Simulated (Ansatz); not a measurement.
```xyz
10

Ta   -0.0595   -0.4484    0.1765
N     2.2680   -0.0845    0.2012
H     2.5609    0.5135    0.9871
H     2.6019    0.3607   -0.6656
F     0.2099   -0.2333    2.0509
F     0.3027   -0.5719   -1.6906
F    -0.0203    1.4486    0.0058
F    -1.9161   -0.7363    0.1564
F     0.5469   -2.2474    0.3544
H     2.7743   -0.9768    0.2962
```

Core potentials replace the inner electrons of Ta.

Theory: RKS PBE/def2-SVP (Ansatz).

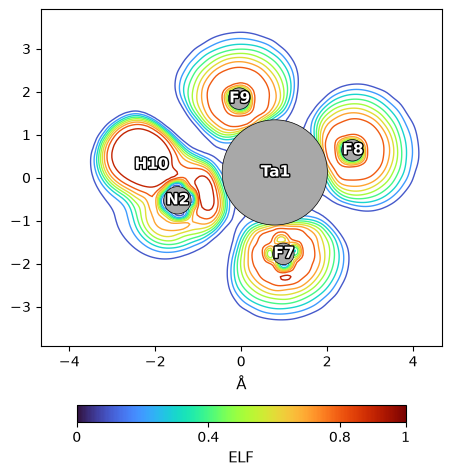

F₅H₃NTa. ELF on the plane of atoms F7, Ta1 and F8. Grey discs cover the atomic cores.

> Describe what can be read from this map.

- Atoms in the plane: Ta, N, F and H.
- Ta–F (1.88 Å): the ELF peaks at about 0.85 in the valence shell of F, 0.5 Å from its nucleus, and drops to about 0.20 between the two atoms.
- Ta–N (2.36 Å): the ELF peaks at about 0.95 in the valence shell of N, 0.6 Å from its nucleus, and is about 0.25 at the midpoint.
- N–H (1.03 Å): the ELF climbs to about 1 towards the hydrogen, as it does in any bond to H: a covalent bond by its length.
